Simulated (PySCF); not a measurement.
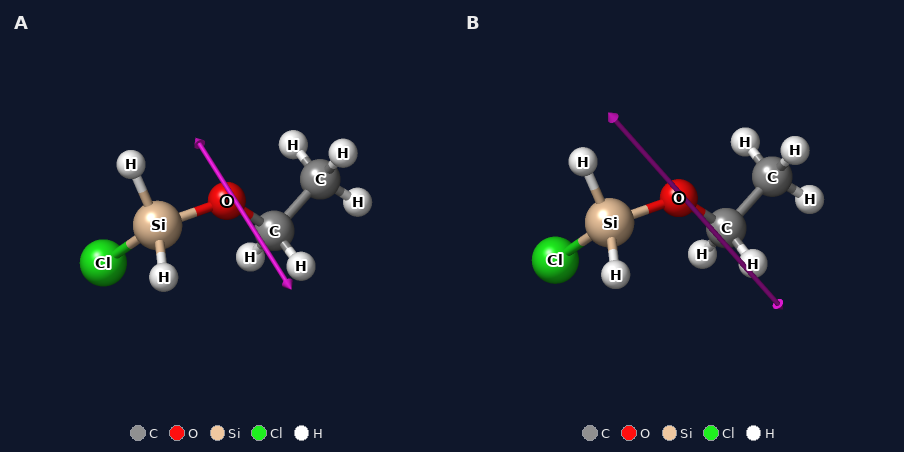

The double arrows show the directions of two transition dipoles from the ground state (lengths mean nothing). The geometry was computed by an optimisation with GFN2-xTB. No frequency run is at hand to confirm it as a minimum. Method: TDDFT ωB97X-D/def2-SVPD, vertical, gas phase, core orbitals frozen in the response (PySCF 2.14.0).

Question. One belongs to singlet state 5 and one to singlet state 6. Which is which?

Answer. A: state 5, 8.66 eV (143 nm), oscillator strength 0.029, of mixed character, with the largest part HOMO → LUMO+2 (weight 0.45).
B: state 6, 8.82 eV (141 nm), oscillator strength 0.051, mainly HOMO−2 → LUMO+1 (weight 0.72).

The geometry is semi-empirical. Around Si such bond lengths and angles can be off by a tenth of an ångström or more and by several degrees, and values that hang on the shape move with them.
